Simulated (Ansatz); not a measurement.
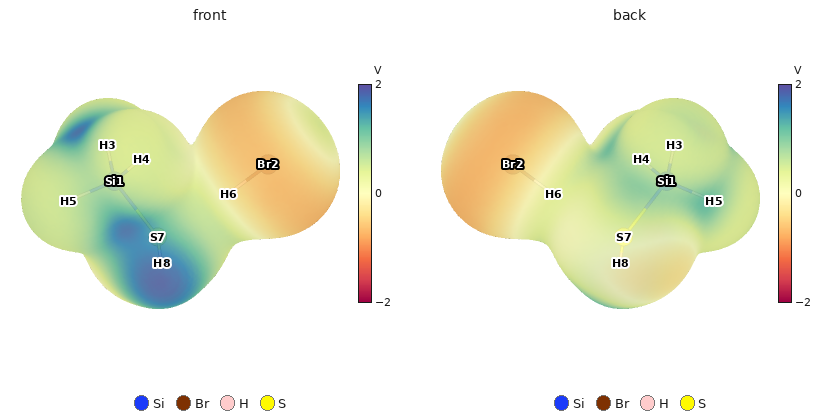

*H₄SSi···HBr. The electrostatic potential painted on the density surface at 0.002 e/bohr³, seen from the front and from behind; the colour scale runs from red (negative) to blue (positive).*

The product side of a reaction path; geometry: PBE0-D4/def2-TZVP.

The calculation used RKS PBE0-D4/def2-TZVPP in Ansatz.

```yaml
atoms:
  - { symbol: Si, position_ang: [-0.7812, -0.0530, -0.8957] }
  - { symbol: Br, position_ang: [3.0235, -0.3667, 1.0495] }
  - { symbol: H, position_ang: [-0.7590, -1.4575, -1.3641] }
  - { symbol: H, position_ang: [0.4045, 0.6874, -1.3880] }
  - { symbol: H, position_ang: [-2.0228, 0.6258, -1.3398] }
  - { symbol: H, position_ang: [1.5904, -0.3511, 1.2277] }
  - { symbol: S, position_ang: [-0.7391, -0.2062, 1.2504] }
  - { symbol: H, position_ang: [-0.7162, 1.1213, 1.4601] }
```

Q: Where is the surface potential most negative and most positive?

A: The most negative region (about −0.7 V) lies over Br2, the most positive (about +1.8 V) over H8. Br2 shows a σ-hole: about +0.4 V at the tip opposite its bond, against about −0.7 V on its flanks.
